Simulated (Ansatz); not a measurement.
# CH8OSi2 (SMILES C[SiH2][SiH2]O): B3LYP/6-31G(d) (Cartesian functions)

What is the vertical ionisation energy of CH8OSi2 at B3LYP/6-31G* (Cartesian functions)? 

The results are computed with Ansatz 0.2.0.

88 further runs of the same task are left out: 88 set aside as unsound or not needed. Runs told in other sessions of the task aren't counted.

## (1) The structure to begin with

The species is CH8OSi2 (12 atoms), meant as a singlet with charge 0. SMILES: `C[SiH2][SiH2]O`. The shape is that of a PBE0-D4/def2-TZVP optimisation. This is one conformer, not always the lowest.

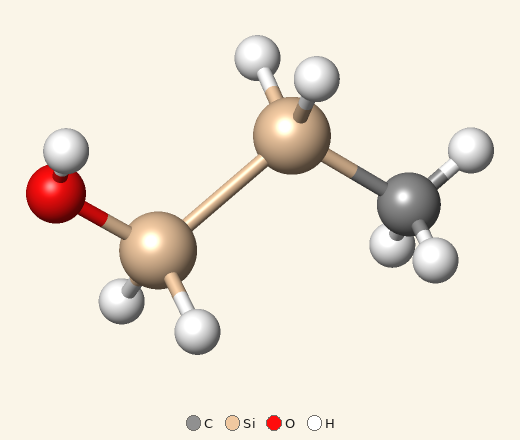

Viewed from a chosen angle; carbon grey, silicon light orange, oxygen red, hydrogen white.

## (2) A single-point energy at B3LYP/6-31G(d) (Cartesian functions)

job.yaml

```yaml
crystal:
  periodic: [false, false, false]
  atoms:
    - {symbol: C, position_ang: [-1.363900, 1.513800, -0.148900]}
    - {symbol: Si, position_ang: [-0.392800, 0.194400, 0.769900]}
    - {symbol: Si, position_ang: [0.929600, -1.075200, -0.697500]}
    - {symbol: O, position_ang: [1.869100, -2.191700, 0.084900]}
    - {symbol: H, position_ang: [-0.692800, 2.186400, -0.687200]}
    - {symbol: H, position_ang: [-1.958800, 2.110300, 0.546100]}
    - {symbol: H, position_ang: [-2.043300, 1.060200, -0.874000]}
    - {symbol: H, position_ang: [-1.318500, -0.701500, 1.520400]}
    - {symbol: H, position_ang: [0.506600, 0.832900, 1.777800]}
    - {symbol: H, position_ang: [1.768000, -0.141100, -1.510100]}
    - {symbol: H, position_ang: [0.088400, -1.859400, -1.638400]}
    - {symbol: H, position_ang: [2.426500, -1.874200, 0.796300]}
basis:
  gaussian:
    orbitals: "6-31G*"
total_charge: 0
magnetization:
  spin_polarized: false
  initial_magnetization: 0
hamiltonian:
  xc: {name: B3LYP}
accuracy: high
output:
  orbitals: {seedname: orbitals}
```

Launch:

```
$ ansatz run job.yaml --threads 1 --pin off --max-ram 2610MiB --events-out events.jsonl --progress --plain --runs-dir runs
```

The log of the run:

```text
Warning: RAYON_NUM_THREADS=1 ignored (pool sized by the plan → 1); use --threads N
Functional definition: B3LYP
  name "B3LYP"
  parameter a0 = 0.2
  parameter ax = 0.72
  parameter ac = 0.81
  exchange = (1 - a0 - ax)*slater_x + ax*b88_x + a0*exact_x
  correlation = (1 - ac)*vwn_rpa_c + ac*lyp_c
1939 factors; integrals over basis functions are off by at most 3.8e-9 eV
mean field evaluation 1: about -18962.9748 eV, gradient 6.3e1 eV
mean field evaluation 2: about -18952.6041 eV, gradient 9.5e1 eV
mean field evaluation 4: about -18970.6213 eV, gradient 4.3e0 eV
mean field evaluation 8: about -18970.8496 eV, gradient 1.8e-1 eV
mean field evaluation 16: about -18970.8497 eV, gradient 1.4e-5 eV
mean field -18970.84973474 eV, -697.1658688479 hartree, gradient 2.8e-8 eV, S^2 0.000000; 0 other end points of the search recorded, 0 dependent functions left out
reference -18970.84978004 eV, -697.1658705125 hartree; 25, 25 occupied and 59, 59 virtual orbitals, 1939 factors
Total energy: -18970.84978004 eV, -697.1658705125 hartree
```

Wall time 7.2 s (1 thread of Intel Xeon 6975P-C (Granite Rapids), shared host); peak memory 0.29 GiB.

## (3) The doublet cation, same level

molecule.yaml

```yaml
crystal:
  periodic: [false, false, false]
  atoms:
    - symbol: C
      position_ang: [-1.363900, 1.513800, -0.148900]
    - symbol: Si
      position_ang: [-0.392800, 0.194400, 0.769900]
    - symbol: Si
      position_ang: [0.929600, -1.075200, -0.697500]
    - symbol: O
      position_ang: [1.869100, -2.191700, 0.084900]
    - symbol: H
      position_ang: [-0.692800, 2.186400, -0.687200]
    - symbol: H
      position_ang: [-1.958800, 2.110300, 0.546100]
    - symbol: H
      position_ang: [-2.043300, 1.060200, -0.874000]
    - symbol: H
      position_ang: [-1.318500, -0.701500, 1.520400]
    - symbol: H
      position_ang: [0.506600, 0.832900, 1.777800]
    - symbol: H
      position_ang: [1.768000, -0.141100, -1.510100]
    - symbol: H
      position_ang: [0.088400, -1.859400, -1.638400]
    - symbol: H
      position_ang: [2.426500, -1.874200, 0.796300]
basis:
  gaussian:
    orbitals: "6-31G*"
output: {orbitals: {seedname: orbitals}}
magnetization:
  spin_polarized: true
  initial_magnetization: 1
total_charge: 1
hamiltonian:
  xc: {name: B3LYP}
accuracy: high
```

Launch:

```
$ ansatz run molecule.yaml --threads 1 --pin off --max-ram 2610MiB --events-out events.jsonl --progress --plain --runs-dir runs
```

The log of the run:

```text
Warning: RAYON_NUM_THREADS=1 ignored (pool sized by the plan → 1); use --threads N
Functional definition: B3LYP
  name "B3LYP"
  parameter a0 = 0.2
  parameter ax = 0.72
  parameter ac = 0.81
  exchange = (1 - a0 - ax)*slater_x + ax*b88_x + a0*exact_x
  correlation = (1 - ac)*vwn_rpa_c + ac*lyp_c
1938 factors; integrals over basis functions are off by at most 3.8e-9 eV
mean field evaluation 1: about -18946.2546 eV, gradient 6.2e1 eV
mean field evaluation 2: about -18895.9789 eV, gradient 1.2e2 eV
mean field evaluation 4: about -18960.6715 eV, gradient 1.1e1 eV
mean field evaluation 8: about -18961.3883 eV, gradient 1.1e0 eV
mean field evaluation 16: about -18961.3957 eV, gradient 7.0e-4 eV
mean field -18961.39573855 eV, -696.8184408962 hartree, gradient 8.6e-8 eV, S^2 0.754002; 0 other end points of the search recorded, 0 dependent functions left out
reference -18961.39578228 eV, -696.8184425031 hartree; 25, 24 occupied and 59, 60 virtual orbitals, 1938 factors
Total energy: -18961.39578228 eV, -696.8184425031 hartree
```

Run time: 12 s. Hardware: 1 thread of Intel Xeon 6975P-C (Granite Rapids), shared host; peak memory 0.44 GiB.

## (4) Summary of results

At B3LYP/6-31G* (Cartesian functions):

```
                                          quantity          value
                     singlet CH8OSi2: total energy  -697.16587 Eh
                      singlet CH8OSi2: HOMO energy       -7.19 eV
                      singlet CH8OSi2: LUMO energy       -0.30 eV
                    singlet CH8OSi2: HOMO–LUMO gap        6.89 eV
                      doublet cation: total energy  -696.81844 Eh
doublet cation: HOMO energy (highest over α and β)      -14.08 eV
 doublet cation: LUMO energy (lowest over α and β)      -11.69 eV
                              doublet cation: ⟨S²⟩          0.754
vertical ionisation energy (to the doublet cation)       9.454 eV
```

What this shows: The vertical ionisation energy comes to 9.45 eV (912 kJ/mol). −ε(HOMO) before ionisation, 7.19 eV, is 2.26 eV below this ionisation energy.
